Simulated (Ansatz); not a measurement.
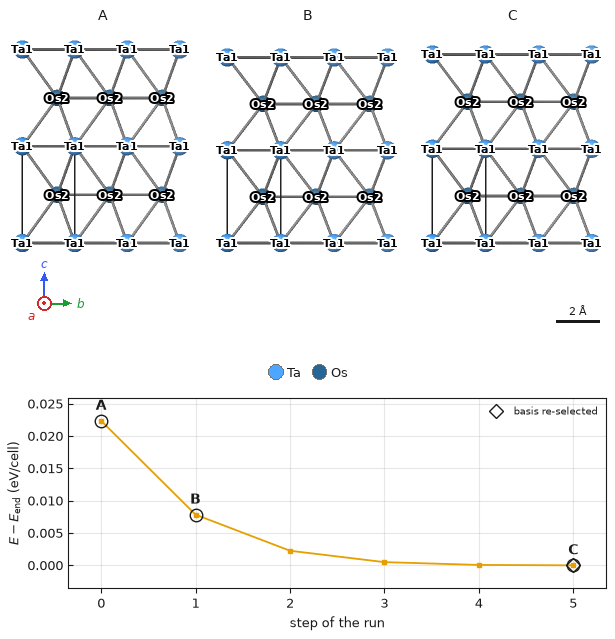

Frames of a relaxation of solid TaOs (a generated structure, set up in P-6m2), marked on the history of the run. A ball-and-stick model of the cell of the calculation, repeated 1 × 3 × 2 with one cell outlined, seen along the a axis.

Level of theory: DFT PBE, scalar-relativistic, plane waves, PAW in Ansatz 0.2.0.

The input:
```yaml
crystal:
  lattice:
    - [2.85879883, 0.0, 0.0]
    - [-1.42939941, 2.47579241, 0.0]
    - [0.0, 0.0, 4.57193588]
  atoms:
    - { symbol: Ta, position: [0.0, 0.0, 0.0] }
    - { symbol: Os, position: [0.33333333, 0.66666667, 0.5] }
basis:
  ecutwfc: 420
kpoints:
  mp_grid: { grid: [24, 24, 12] }
hamiltonian:
  xc: pbe
scf:
  occupations: { method: gaussian, width: 0.1 }
output:
  forces: true
  stress: true
  eigenvalues: true
  write_density: true
  write_potential: true
  elf: true
  volumetric_format: npy
relax:
  adjacent_minimum: "off"
  f_tol: 0.01
  max_steps: 80
  cell: { stress_tol: 0.05 }
```

Command:
```bash
ansatz run input.yaml --threads 1 --pin off --max-ram 2560MiB --backend cpu --events-out ev --progress --plain --runs-dir out
```

Describe the path.

After 4 accepted moves (5 points after the start) the energy has fallen by 22.4 meV per cell of the calculation. All forces vanish by symmetry, so only the cell relaxes. Pressure: −0.58 GPa at the start and 0.01 GPa at the end. At 1 point the geometry stayed and the basis and grid were re-selected for the new cell (energy shift of 0.1 meV per cell of the calculation at most each time). The atoms keep their places relative to the cell (all moves are under 0.005 Å). The drawn cell changes as follows: a = b 2.859 → 2.898 Å (+1.4 %), c 4.572 → 4.454 Å (−2.6 %); the volume changes by +0.1 %. Among the contacts that change: Ta1–Ta1 2.859 → 2.898 Å, Os2–Os2 2.859 → 2.898 Å, Ta1–Os2 2.820 → 2.785 Å. The space group stays P-6m2 (No. 187). From step 0 to 1: volume −0.6 %, energy −14.5 meV per cell of the calculation. From step 1 to 5: volume +0.6 %, energy −7.8 meV per cell of the calculation.
